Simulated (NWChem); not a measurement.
**C2H3F2N (SMILES F/C=N\CF): levels of theory compared**

Wanted: a comparison of 5 runs (HF/STO-3G, HF/3-21G, B3LYP/6-31G*, MP2/def2-SVP) of C2H3F2N. 

The calculation is run with NWChem 7.3.0.

## (1) The structure to begin with

C2H3F2N has 8 atoms, charge 0, and is taken as a singlet. SMILES: `F/C=N\CF`. The coordinates come from a PBE0-D4/def2-TZVP relaxation. This is one conformer, not always the lowest.

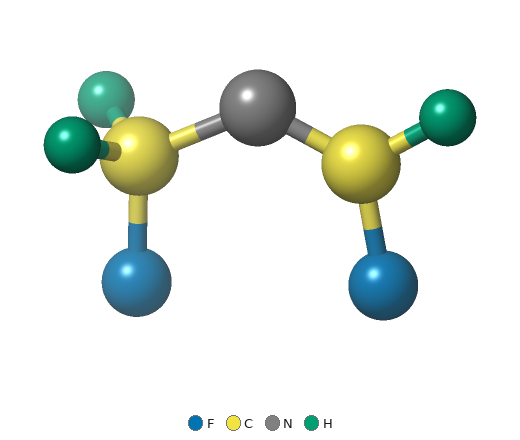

The structure, seen from a chosen angle (fluorine blue, carbon yellow, nitrogen grey, hydrogen teal).

## (2) Energy and forces at HF/STO-3G (run 1)

File nw.nw:

```
start nw
title "C2H3F2N gradient"
memory total 2200 mb
charge 0

geometry units angstroms noautosym nocenter noautoz
  F     -1.098000     1.596800    -0.144400
  C     -0.739500     0.729600     0.805700
  N      0.001900    -0.254300     0.669300
  C      0.648200    -0.708100    -0.497600
  F      0.433400     0.032200    -1.641000
  H     -1.190600     0.993000     1.758900
  H      0.310400    -1.729700    -0.698300
  H      1.726200    -0.716500    -0.308200
end

basis spherical bse
  * library STO-3G
end

scf
  thresh 1e-08
  maxiter 80
end

task scf gradient
```

Launch:

```sh
$ nwchem nw.nw > nw.out
```

Log:

```text
[...]
  functions       =    28
[...]
  wavefunction    = RHF
[...]
         Total SCF energy =   -326.315670637958
      One-electron energy =   -805.810042548288
      Two-electron energy =    302.222100626404
 Nuclear repulsion energy =    177.272271283926
        Time for solution =      1.3s
[...]
                         RHF ENERGY GRADIENTS
    atom               coordinates                        gradient
                 x          y          z           x          y          z
   1 F      -2.074919   3.017514  -0.272876    0.003609  -0.012683   0.019823
   2 C      -1.397452   1.378744   1.522552    0.017500  -0.025018   0.001439
   3 N       0.003590  -0.480557   1.264794    0.001282   0.021714  -0.061038
   4 C       1.224920  -1.338115  -0.940328   -0.020034   0.006995   0.054644
   5 F       0.819007   0.060849  -3.101040    0.005145  -0.009593   0.006214
   6 H      -2.249908   1.876498   3.323839    0.000957   0.003584  -0.012767
   7 H       0.586571  -3.268659  -1.319596   -0.000727   0.010005  -0.003194
   8 H       3.262045  -1.353989  -0.582414   -0.007732   0.004995  -0.005121
[...]
```

It took 2.1 s on 1 thread of AMD EPYC 9R14 (Zen 4), shared host; peak memory 0.099 GiB.

## (3) Energy and gradient at HF/3-21G (run 2)

File sp.nw:

```
start sp
memory 2200 mb
charge 0
geometry units angstrom noautosym nocenter noautoz
 F       -1.098000       1.596800      -0.144400
 C       -0.739500       0.729600       0.805700
 N        0.001900      -0.254300       0.669300
 C        0.648200      -0.708100      -0.497600
 F        0.433400       0.032200      -1.641000
 H       -1.190600       0.993000       1.758900
 H        0.310400      -1.729700      -0.698300
 H        1.726200      -0.716500      -0.308200
end
basis spherical bse
 * library 3-21G
end
scf
 thresh 1e-08
 maxiter 80
 print low
end
task scf gradient
```

Launch:

```sh
$ nwchem sp.nw > sp.out
```

Log:

```text
[...]
  functions       =    51
[...]
  wavefunction    = RHF
[...]
         Total SCF energy =   -328.966220879738
      One-electron energy =   -806.398097698603
      Two-electron energy =    300.159605534938
 Nuclear repulsion energy =    177.272271283926
        Time for solution =      1.3s
[...]
                         RHF ENERGY GRADIENTS
    atom               coordinates                        gradient
                 x          y          z           x          y          z
   1 F      -2.074919   3.017514  -0.272876    0.002603  -0.009450   0.015079
   2 C      -1.397452   1.378744   1.522552   -0.004800   0.018460  -0.030486
   3 N       0.003590  -0.480557   1.264794    0.017361  -0.021858  -0.006298
   4 C       1.224920  -1.338115  -0.940328   -0.021476   0.028944   0.002868
   5 F       0.819007   0.060849  -3.101040    0.005607  -0.011757   0.010159
   6 H      -2.249908   1.876498   3.323839   -0.006259   0.004091   0.012100
   7 H       0.586571  -3.268659  -1.319596   -0.004137  -0.009668  -0.003812
   8 H       3.262045  -1.353989  -0.582414    0.011101   0.001237   0.000389
 Task  times  cpu:        1.5s     wall:        1.5s
 Total times  cpu:        1.6s     wall:        1.6s
```

Wall time 2.1 s (1 thread of AMD EPYC 9R14 (Zen 4), shared host); peak memory 0.099 GiB.

Runs 3 to 4 aren't shown in full; the table further down has their settings and results.

## (4) Energy and gradient at MP2/def2-SVP (run 5)

File a.nw:

```
start a
title "C2H3F2N mp2"
memory 2200 mb

geometry units angstroms noautosym nocenter noautoz
F    -1.098000    1.596800   -0.144400
C    -0.739500    0.729600    0.805700
N     0.001900   -0.254300    0.669300
C     0.648200   -0.708100   -0.497600
F     0.433400    0.032200   -1.641000
H    -1.190600    0.993000    1.758900
H     0.310400   -1.729700   -0.698300
H     1.726200   -0.716500   -0.308200
end

basis spherical bse
F library def2-SVP
C library def2-SVP
N library def2-SVP
H library def2-SVP
end

scf
thresh 1e-08
maxiter 80
end

mp2
freeze core 5
tight
end

task mp2 gradient
```

Launch:

```sh
$ nwchem a.nw > a.out
```

Log:

```text
[...]
  functions       =    85
[...]
  wavefunction    = RHF
[...]
         Total SCF energy =   -330.517948427616
      One-electron energy =   -808.457962588233
      Two-electron energy =    300.667742876691
 Nuclear repulsion energy =    177.272271283926
        Time for solution =      7.1s
[...]
          Total MP2 energy          -331.308907156169
[...]
                         mp2 ENERGY GRADIENTS
    atom               coordinates                        gradient
                 x          y          z           x          y          z
   1 F      -2.074919   3.017514  -0.272876    0.001444  -0.003206   0.003080
   2 C      -1.397452   1.378744   1.522552    0.009484  -0.013508   0.000657
   3 N       0.003590  -0.480557   1.264794   -0.010277   0.015925  -0.004078
   4 C       1.224920  -1.338115  -0.940328   -0.001166  -0.001407   0.007978
   5 F       0.819007   0.060849  -3.101040    0.000791  -0.000845  -0.000700
   6 H      -2.249908   1.876498   3.323839    0.002603  -0.001556  -0.005402
   7 H       0.586571  -3.268659  -1.319596    0.001079   0.004099  -0.000074
   8 H       3.262045  -1.353989  -0.582414   -0.003957   0.000497  -0.001460
[...]
```

It took 18 s on 1 thread of AMD EPYC 9R14 (Zen 4), shared host; peak memory 0.28 GiB.

## (5) All runs side by side

```tsv
run	level	iteration cap	module	energy (Eh)	dipole moment (D)	HOMO energy (eV)	LUMO energy (eV)	wall time
1	HF/STO-3G	80	scf	-326.315671	0.57	-9.57	7.96	2.1 s
2	HF/3-21G	80	scf	-328.966221	–	–	–	2.1 s
3	B3LYP/6-31G* (spherical functions)	100	dft	-332.411430	1.32	-8.09	0.00	21 s
4	B3LYP/6-31G* (Cartesian functions)	100	dft	-332.416362	1.32	-8.10	-0.01	23 s
5	MP2/def2-SVP	80	mp2	-331.308907	1.58	-12.11	4.22	18 s
```

## (6) What came out

| quantity | value |
| --- | --- |
| run 5: total energy | -331.30891 Eh |
| run 5: dipole moment (of the density that the program reports) | 1.58 D |
| run 5: HOMO energy (Hartree–Fock orbitals) | -12.11 eV |
| run 5: LUMO energy (Hartree–Fock orbitals) | 4.22 eV |
| run 5: HOMO–LUMO gap (Hartree–Fock orbitals) | 16.33 eV |
| run 5: correlation energy (5 core orbitals frozen) | -791.0 mEh |
| run 5: largest force on an atom | 0.997 eV/Å |

**Reading.** Over runs 1, 3, 4, 5 the dipole moment (its size) runs from 0.57 D (HF/STO-3G) to 1.58 D (MP2/def2-SVP). The two ends differ in method and basis. Over runs 1, 3, 4 the HOMO–LUMO gap runs from 8.08 eV (B3LYP/6-31G*) to 17.54 eV (HF/STO-3G). In run 1 the basis is minimal, so the values are rough. All runs together took 66 s, the longest 23 s.
